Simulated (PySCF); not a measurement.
**Br₄Si, SMILES `Br[Si](Br)(Br)Br`: what the electrons do**

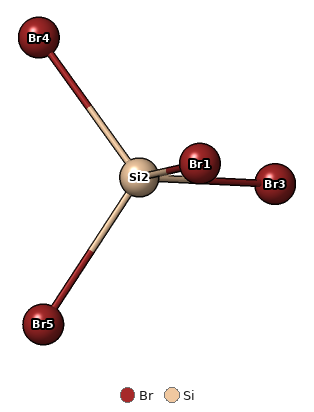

The molecule, with its atoms numbered as below. No frequency check shows the geometry to be a minimum.

Geometry (Å), atoms numbered from 1:

```
Br1     -1.2757    0.0568    1.8031
Si2      0.0004    0.0003    0.0002
Br3     -1.2758   -0.0568   -1.8031
Br4      1.2756   -1.8032    0.0567
Br5      1.2758    1.8031   -0.0568
```

### 1. Bonding charge

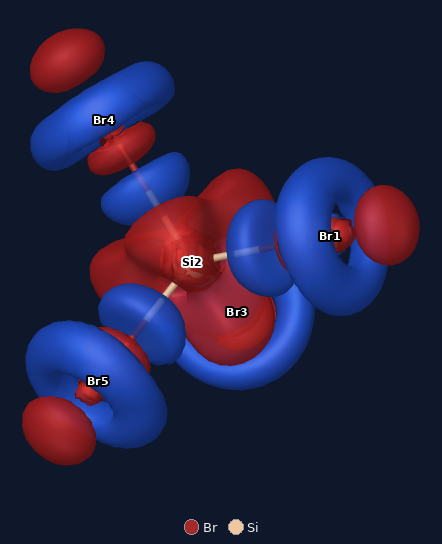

Deformation density (molecule less spherical, spin-averaged free atoms at the same positions), surfaces at ±0.04 e/Å³; blue: gain, red: loss.

Level of theory: B3LYP/def2-SVPD (PySCF), at a geometry from GFN2-xTB.

Question: How much density has each bond gained at its critical point, relative to the free atoms?

Answer: Si2–Br5, Br1–Si2, Si2–Br4 and Si2–Br3: +0.07 e/Å³ at the bond critical point (bond length 2.21 Å). In all, 1.1 electrons gather in the regions of gain relative to the promolecule. A small or negative value marks a very polar bond, one between electron-rich atoms, whose free-atom densities already overlap strongly, a long bond to a heavier atom, or a closed-shell contact such as a hydrogen bond.

### 2. Bond critical points

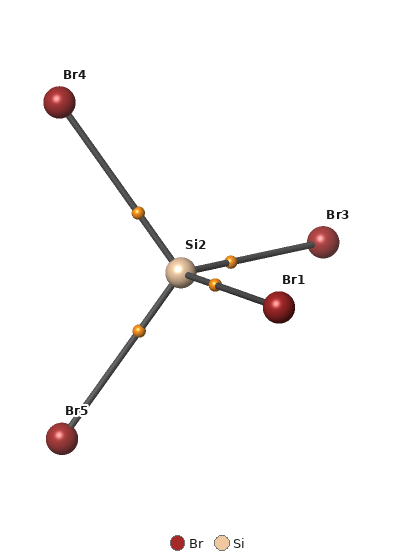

Molecular graph of the electron density (QTAIM): bond paths, bond critical points (orange), ring points (yellow, if any); weak paths are dashed.

Question: How many critical points of each kind are there, and does the count close?

Answer: 5 nuclei, 4 bond, 0 ring and 0 cage critical points: 5 − 4 + 0 − 0 = 1, as the Poincaré–Hopf relation requires.

Question: Give the properties at the bond critical points.

Answer:
| bond | length (Å) | ρ (a.u.) | ∇²ρ (a.u.) | ε | H (a.u.) |
| --- | --- | --- | --- | --- | --- |
| Si2–Br5 (4 alike) | 2.209 | 0.091 | +0.13 | 0.00 | −0.050 |

Question: What kind of interaction is Si2–Br5?

Answer: Polar or intermediate (positive Laplacian, negative energy density H): ρ = 0.091, ∇²ρ = +0.13, H = −0.050 a.u.

### 3. Electrostatic potential

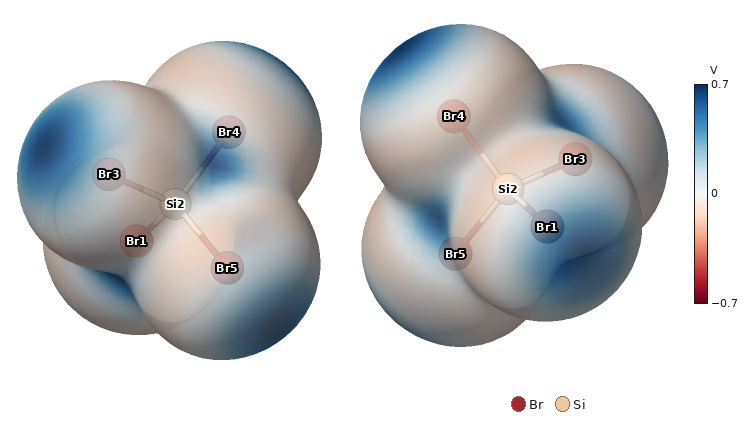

Electrostatic potential on the surface of electron density 0.001 a.u. (back view left, front view right).

Question: Where are the extremes of the potential on the surface?

Answer: Highest: 0.69 V, 2.1 Å from Br1, and at like points elsewhere. Lowest: −0.13 V, 2.3 Å from Br3, and at like points elsewhere. The surface is sampled at points, so like sites can differ by a few per cent and only the strongest of them is named.

Question: Does Br1 carry a σ-hole?

Answer: Yes: a local maximum of +0.69 V lies on the extension of the Si2–Br1 bond.

Question: What volume does the surface enclose, and what is the dipole moment?

Answer: About 177 Å³; the dipole moment is 0.0 D.

### 4. In an electric field

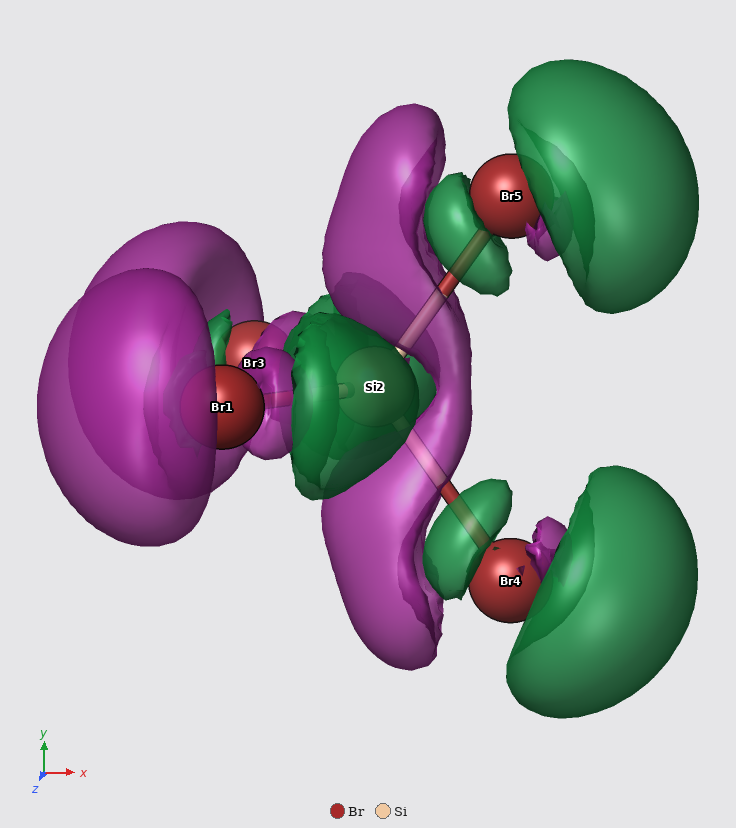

Change of the electron density in a uniform field of 0.21 V/Å, surfaces at ±0.0015 e/Å³ (green: gain, purple: loss).

Computed with PySCF, B3LYP/def2-SVPD, geometry: GFN2-xTB.

The field was applied in both directions; the picture shows the one opposite to the script's first.

Question: Along which Cartesian direction does the field point?

Answer: Along −x: electrons gather on the +x side, against the field.

Question: How large is the response?

Answer: The induced dipole is 1.13 D (along the field); α along this axis, from the fields in both directions, is 111 bohr³ (16.5 Å³).
